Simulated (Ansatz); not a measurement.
CH3BClFO: several calculations on one system

## 1. Relaxation

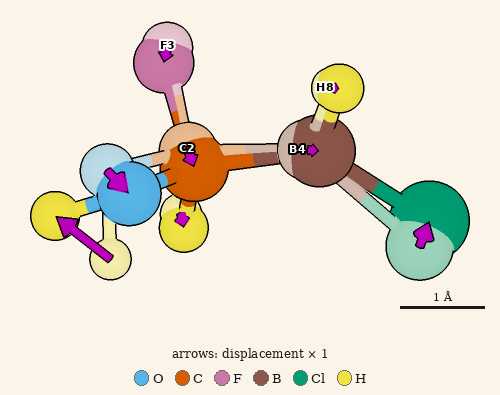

This is a relaxation of CH₃BClFO. The starting structure is drawn faded, the final one solid; purple arrows show the displacements, at their true length. The two geometries are superimposed by the best rigid fit.

A ball-and-stick model, seen face on.

The run prepares an end point of a later path (torsion) calculation, from a guessed geometry.

The calculation used RKS B3LYP-D4/def2-SVP (Ansatz).

Input
```yaml
crystal:
  periodic: [false, false, false]
  atoms:
    - { symbol: O, position_ang: [0.2881, 0.1121, 1.5296] }
    - { symbol: C, position_ang: [0.5726, -0.0868, 0.1784] }
    - { symbol: F, position_ang: [1.3402, -1.2091, 0.0967] }
    - { symbol: B, position_ang: [-0.6683, -0.3243, -0.6797] }
    - { symbol: Cl, position_ang: [-1.15, 0.7531, -2.1197] }
    - { symbol: H, position_ang: [-0.0318, 1.1265, 1.578] }
    - { symbol: H, position_ang: [1.1712, 0.7774, -0.2393] }
    - { symbol: H, position_ang: [-1.4299, -1.206, -0.3999] }
basis:
  gaussian: { orbitals: def2-SVP }
hamiltonian:
  xc: b3lyp
  dispersion: d4
relax:
  f_tol: 0.015
  max_steps: 40
output:
  orbitals: {}
```

Command:
```bash
ansatz run input.yaml --threads 1 --pin off --max-ram 2048MiB --backend cpu --events-out ev --progress --plain --runs-dir out
```

Question: What happened in the run?

Answer: Over 21 accepted moves (24 points after the start) the energy falls by 15.3 kcal/mol. The largest force component goes from 3.6 to 0.014 eV/Å. The line search rejected the trial steps at points 7, 12, 17 of the run. H6 moves most after the best rigid fit: 0.88 Å. Largest moves by element: H 0.88 Å, O 0.41 Å, Cl 0.37 Å, C 0.21 Å, F 0.19 Å, B 0.14 Å. Among the contacts that change: B4–Cl5 1.862 → 1.747 Å, O1–H6 1.065 → 0.968 Å, C2–B4 1.527 → 1.590 Å, C2–F3 1.362 → 1.407 Å. Bond angles that change, for instance: C2–O1–H6 104.0° → 109.7°, O1–C2–B4 113.6° → 108.0°, B4–C2–H7 110.0° → 115.1°. Groups turn about O1–C2 by about 90°.

## 2. Relaxation

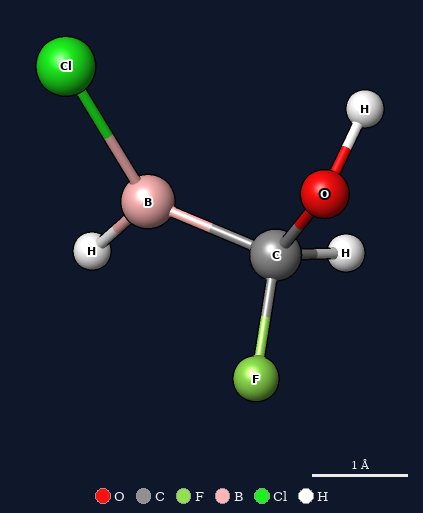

This is the input geometry for a relaxation of CH₃BClFO. A ball-and-stick model, seen at a tilt.

The run prepares an end point of a later path (torsion) calculation, from a guessed geometry.

Computed with RKS B3LYP-D4/def2-SVP (Ansatz).

Input file:
```yaml
crystal:
  periodic: [false, false, false]
  atoms:
    - { symbol: O, position_ang: [0.2881, 0.1121, 1.5296] }
    - { symbol: C, position_ang: [0.5726, -0.0868, 0.1784] }
    - { symbol: F, position_ang: [1.3402, -1.2091, 0.0967] }
    - { symbol: B, position_ang: [-0.6683, -0.3243, -0.6797] }
    - { symbol: Cl, position_ang: [-2.40445, -0.32508, -0.00723] }
    - { symbol: H, position_ang: [-0.0318, 1.1265, 1.578] }
    - { symbol: H, position_ang: [1.1712, 0.7774, -0.2393] }
    - { symbol: H, position_ang: [-0.55046, -0.59056, -1.842] }
basis:
  gaussian: { orbitals: def2-SVP }
hamiltonian:
  xc: b3lyp
  dispersion: d4
relax:
  f_tol: 0.015
  max_steps: 40
```

Command:
```bash
ansatz run input.yaml --threads 1 --pin off --max-ram 2048MiB --backend cpu --events-out ev --progress --plain --runs-dir out
```

What does the optimiser find from here?

The largest move after the best rigid fit is that of H6, 0.79 Å. Largest moves by element: H 0.79 Å, O 0.68 Å, F 0.35 Å, Cl 0.25 Å, C 0.18 Å, B 0.08 Å. Near-neighbour distances that change, for instance: B4–Cl5 1.862 → 1.754 Å, O1–H6 1.065 → 0.971 Å, C2–B4 1.527 → 1.590 Å, C2–F3 1.362 → 1.425 Å. Bond angles that change, for instance: F3–C2–B4 107.2° → 98.5°, C2–B4–Cl5 123.7° → 117.9°, B4–C2–H7 110.0° → 115.0°. Groups turn about O1–C2 by about 120°, C2–B4 by about 25°. The energy falls by 17.7 kcal/mol in 19 accepted moves (23 points after the start). The largest force component goes from 3.7 to 0.0053 eV/Å. The line search rejected the trial steps at points 7, 11, 17, 22 of the run. The run took 100 s on 1 thread of Arm Neoverse V2, on a shared host, peak memory 0.27 GiB.

Final geometry:

```xyz
8

O     0.4525    0.7368    1.3225
C     0.6275    0.0833    0.1350
F     1.0950   -1.2461    0.3440
B    -0.6687   -0.2546   -0.7224
Cl   -2.2007   -0.3876    0.1222
H    -0.3791    0.4368    1.7234
H     1.4265    0.6072   -0.4142
H    -0.6359   -0.4957   -1.8961
```

After the run, drawn alike:

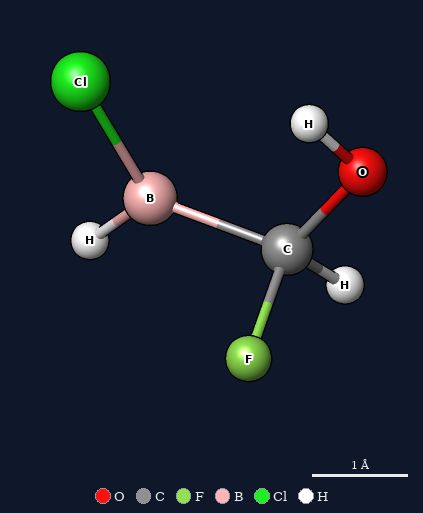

## 3. Path

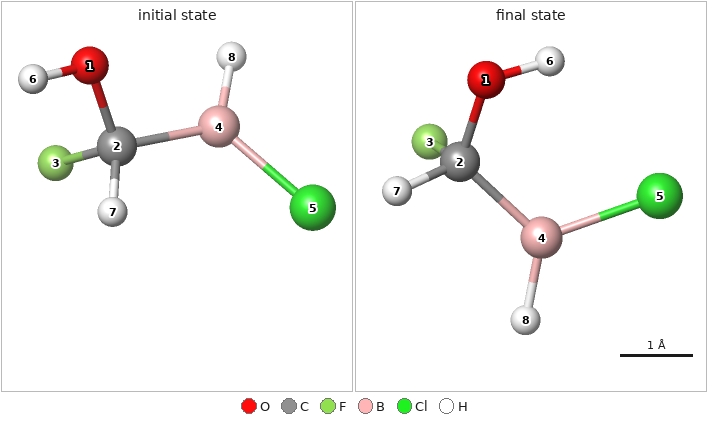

The two relaxed end points of a path for CH3BClFO. Style: ball-and-stick. Shown at a tilt.

Level of theory: RKS B3LYP-D4/def2-SVP in Ansatz 0.2.0.

Set-up: 7 movable images; climbing image; force threshold 0.05 eV/Å; iteration limit 37.

Start:
```xyz
8

O    -0.0414    0.3265    1.4200
C     0.4461    0.0910    0.1527
F     1.3130   -1.0168    0.1437
B    -0.7741   -0.3416   -0.7705
Cl   -1.0485    0.4517   -2.3028
H     0.6491    0.7294    1.9659
H     1.0467    0.9381   -0.2304
H    -1.4988   -1.2354   -0.4347
```

End:
```xyz
8

O     0.4878    0.9209    1.1525
C     0.6778    0.0319    0.1320
F     0.8392   -1.2936    0.6287
B    -0.5403   -0.2331   -0.8557
Cl   -2.1624    0.0668   -0.2585
H    -0.4310    0.8527    1.4580
H     1.6287    0.2937   -0.3597
H    -0.4077   -0.6964   -1.9532
```

**Predict the minimum-energy path and its barrier.**

Forward barrier 4.39 kcal/mol, backward barrier 5.73 kcal/mol, with image 5 at the top; the reaction energy is −1.33 kcal/mol. The motion is a rotation about the C2–B4 bond by about 150°, with a turn of about 205° about O1–C2. No bond forms or breaks between the ends. Among the angles between lasting bonds that change up to the highest image: F3–C2–B4 104.8° → 110.3°, O1–C2–F3 111.0° → 106.1°. The band converged in 13 iterations. The largest component of the band force went from 27 to 0.038 eV/Å. The climbing image converged on the top of the path. Its vibrational analysis gives one imaginary mode (120i cm⁻¹), as a transition state must have.

Energies of the converged images:

| image | path (Å) | E (kcal/mol) |
| --- | --- | --- |
| 0 | 0.00 | 0.00 |
| 1 | 0.53 | 0.06 |
| 2 | 1.06 | 0.46 |
| 3 | 1.60 | 2.34 |
| 4 | 2.13 | 3.82 |
| 5 | 2.66 | 4.39 |
| 6 | 3.39 | 1.98 |
| 7 | 4.11 | -0.34 |
| 8 | 4.84 | -1.33 |

The geometry at the top of the path:

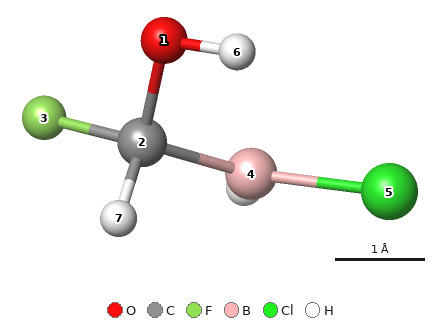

Cost: 5.4 min on 1 thread of Arm Neoverse V2, on a shared host, peak memory 0.27 GiB.
